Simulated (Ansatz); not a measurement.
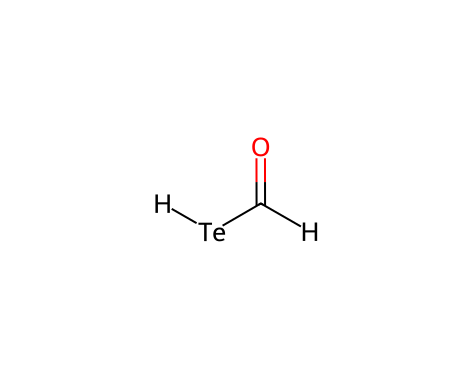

2D structure.

Question: Write the SMILES.

Answer: O=C[TeH]

Question: Give the formula, hydrogens included.

Answer: CH2OTe.

Question: An optimisation with PBE0-D4/def2-TZVP gave a structure of which point group?

Answer: Cs.

The parts below concern this one geometry. Atoms keep their numbers from picture to picture. Computed geometry: PBE0-D4/def2-TZVP optimisation. No frequency run is at hand to confirm it as a minimum.

**Geometry**

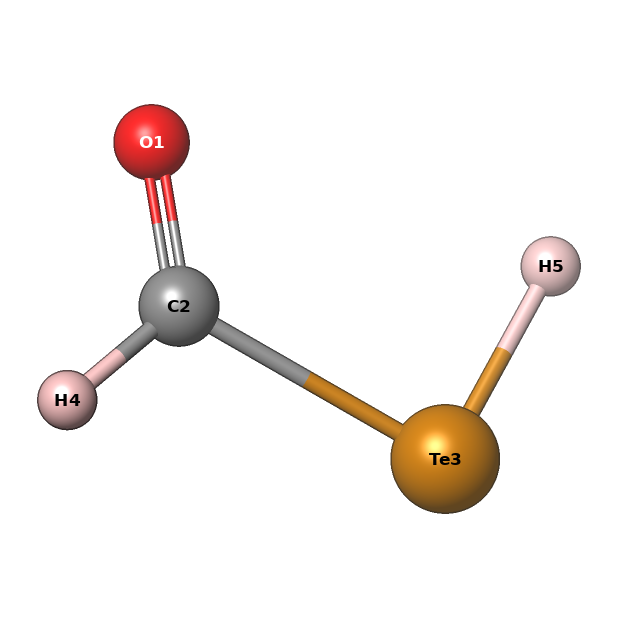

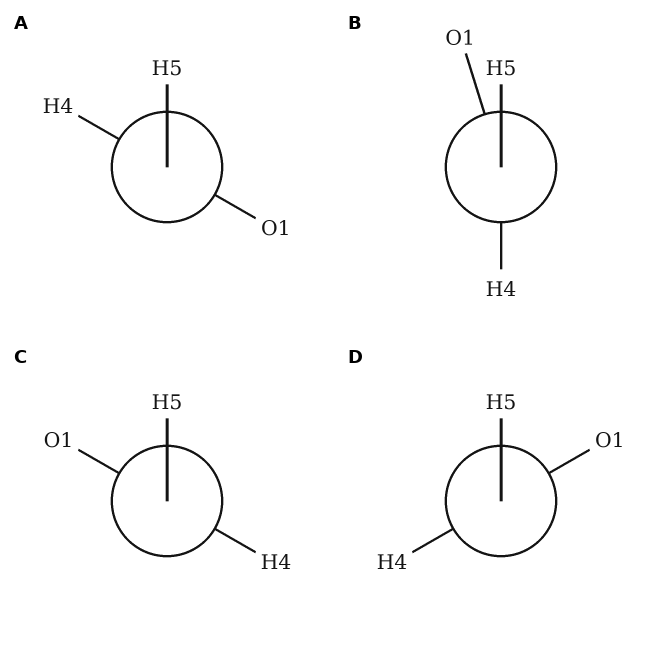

Atoms fade into the background with distance from the viewer. Bonds that would overlap in a projection are set slightly apart. No frequency run is at hand to confirm it as a minimum.

Question: Which Newman projection shows the view along Te3–C2, with Te3 in front?

Answer: B. The torsion angle H5–Te3–C2–O1 is 0°, synperiplanar (eclipsed).

**Dipole moment**

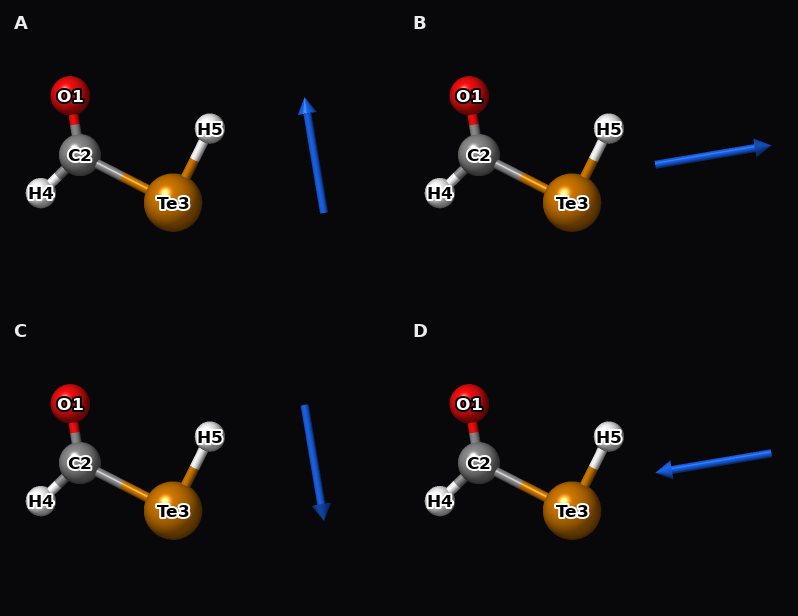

The same molecule four times, each with an arrow. No frequency run is at hand to confirm it as a minimum. Properties computed with RKS PBE0-D4/def2-TZVP, core potentials on Te (Ansatz 0.2.0).

Question: Which arrow points along the dipole moment, from the negative to the positive end?

Answer: C. The dipole moment is 1.80 D; it points from the side of O1 to the side of Te3 (the outermost atoms at the two ends).

**Charges**

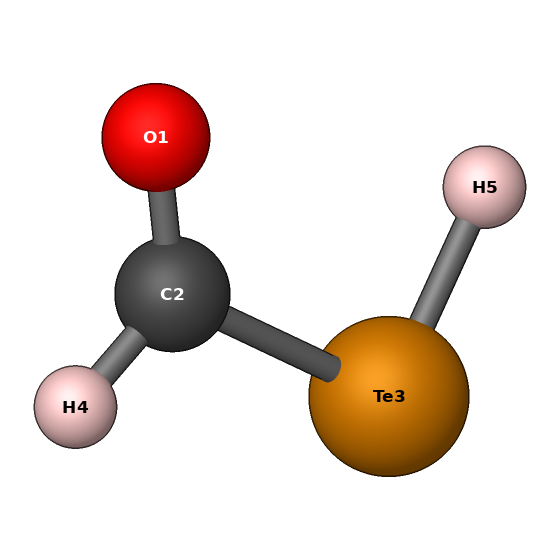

The questions are on Mulliken charges. No frequency run is at hand to confirm it as a minimum. Level of theory: RKS PBE0-D4/def2-TZVP, core potentials on Te (Ansatz 0.2.0).

Question: Which atom carries the highest charge (most positive or least negative)?

Answer: H4 (0.11 e).

Question: And the lowest?

Answer: O1 (−0.22 e).

List the Mulliken charges.

| atom | value (e) |
| --- | --- |
| O1 | −0.22 |
| C2 | 0.04 |
| Te3 | −0.02 |
| H4 | 0.11 |
| H5 | 0.08 |

**Electronic properties**

No frequency run is at hand to confirm it as a minimum. Properties computed with RKS PBE0-D4/def2-TZVPP, core potentials on Te (Ansatz 0.2.0).

Question: Give the HOMO–LUMO gap at this level.

Answer: 5.69 eV.

Question: What is the HOMO energy (Kohn–Sham orbital)?

Answer: −6.95 eV.

Mulliken values depend strongly on the basis set and can even reverse the polarity of a bond.
